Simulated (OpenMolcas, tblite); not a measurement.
**How methods differ on AlGeH4Cl (SMILES [Cl][AlH][GeH3])**

AlGeH4Cl has 7 atoms, charge 0, and is taken as a singlet. As SMILES, `[Cl][AlH][GeH3]`. Geometry: relaxed at PBE0-D4/def2-TZVP.

Each level gives the dipole moment (D). The values are calculated.

```tsv
level	kind	program	value (D)	CPU time
IPEA1-xTB	semi-empirical	tblite	2.61	under 2 s
HF/def2-SVP	Hartree–Fock	OpenMolcas	1.28	12 s
SVWN5/def2-SVP	LDA	OpenMolcas	0.91	25 s
BLYP/def2-SVP	GGA	OpenMolcas	0.82	37 s
M06-L/def2-SVP	meta-GGA	OpenMolcas	1.21	43 s
r2SCAN/def2-SVP	meta-GGA	OpenMolcas	1.04	45 s
BHLYP/def2-SVP	global hybrid	OpenMolcas	1.14	30 s
```

All-electron rows without a relativistic Hamiltonian named are non-relativistic. The values span 0.82 to 2.61 D. Magnitudes only. CPU times are rough (shared hosts, several kinds of processor and program).

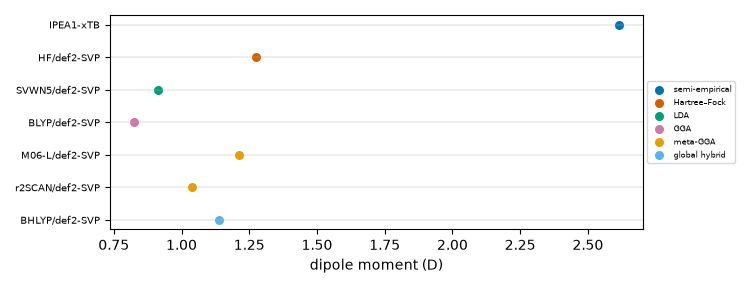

The values of the table, level by level.
